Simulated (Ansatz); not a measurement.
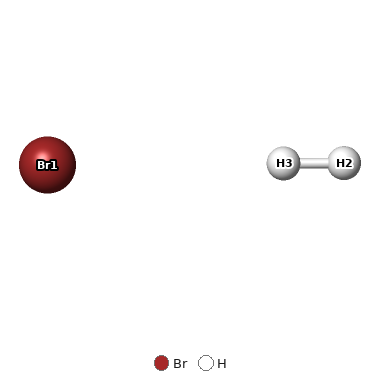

The system is the pair Br···H₂, charge −1; the picture shows the reference structure. Coordinates scanned: (1) separation of H3 and Br1 along their line in the relaxed pair; (2) sideways slip of Br1. Nothing is relaxed (both partners rigid). The grid has 13 × 13 points; 122 points were computed and 47 follow by symmetry. Points are written as (first, second). Energies: kJ/mol, counted from the lowest grid point. Computed with RKS wB97X-V/def2-TZVPD (Ansatz).

Its coordinates:

```xyz
3

Br    0.0050    0.0228   -2.2114
H    -0.0035   -0.0154    1.4820
H    -0.0017   -0.0073    0.7294
```

Range: separation of H3 and Br1 along their line in the relaxed pair from 2.470 to 5.070 Å; sideways slip of Br1 from −2.20 to 2.20 Å.

### Predict the map.

The lowest grid point is at (3.029 Å, 0.00 Å). No other kind of well shows on this grid. The highest grid point, (5.070 Å, −2.20 Å), lies 7.4 kJ/mol above the lowest. Round the minimum the two coordinates are nearly uncoupled.

```
second ↓, first →  2.470  2.551  2.682  2.844  3.029  3.234  3.456  3.693  3.944  4.208  4.485  4.772  5.070
             2.20    3.6    3.6    3.7    3.9    4.2    4.7    5.1    5.6    6.1    6.5    6.8    7.1    7.4
             1.83    2.8    2.7    2.6    2.8    3.2    3.7    4.3    4.9    5.5    6.1    6.5    6.9    7.2
             1.47    2.5    2.1    1.8    1.8    2.2    2.8    3.5    4.3    5.0    5.6    6.2    6.6    7.0
             1.10    2.8    2.0    1.2    1.0    1.3    1.9    2.8    3.7    4.5    5.3    5.9    6.4    6.8
             0.73    3.6    2.3    1.0    0.4    0.6    1.2    2.2    3.2    4.1    5.0    5.7    6.3    6.7
             0.37    4.5    2.7    1.0    0.1    0.1    0.8    1.8    2.8    3.8    4.8    5.5    6.1    6.6
             0.00    4.9    3.0    1.0    0.0    0.0    0.6    1.6    2.7    3.8    4.7    5.5    6.1    6.6
            −0.37    4.5    2.7    1.0    0.1    0.1    0.8    1.8    2.8    3.8    4.8    5.5    6.1    6.6
            −0.73    3.6    2.3    1.0    0.4    0.6    1.2    2.2    3.2    4.1    5.0    5.7    6.3    6.7
            −1.10    2.8    2.0    1.2    1.0    1.3    1.9    2.8    3.7    4.5    5.3    5.9    6.4    6.8
            −1.47    2.5    2.1    1.8    1.8    2.2    2.8    3.5    4.3    5.0    5.6    6.2    6.6    7.0
            −1.83    2.8    2.7    2.6    2.8    3.2    3.7    4.3    4.9    5.5    6.1    6.5    6.9    7.2
            −2.20    3.6    3.6    3.7    3.9    4.2    4.7    5.1    5.6    6.1    6.5    6.8    7.1    7.4
```

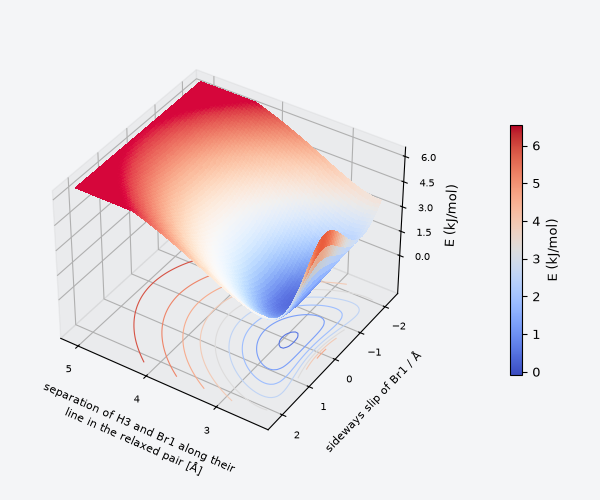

The picture shows a relief with its contours projected below, any walls above the top of the colour scale cut off. Between grid points the surface is interpolated.

Each point was launched as `ansatz run input.yaml --threads 1 --pin off --max-ram 2560MiB --backend cpu --events-out ev --progress --plain --runs-dir out`. Time for the 122 points that were run: 6.9 min on 1 thread of Arm Neoverse V2 (shared host).
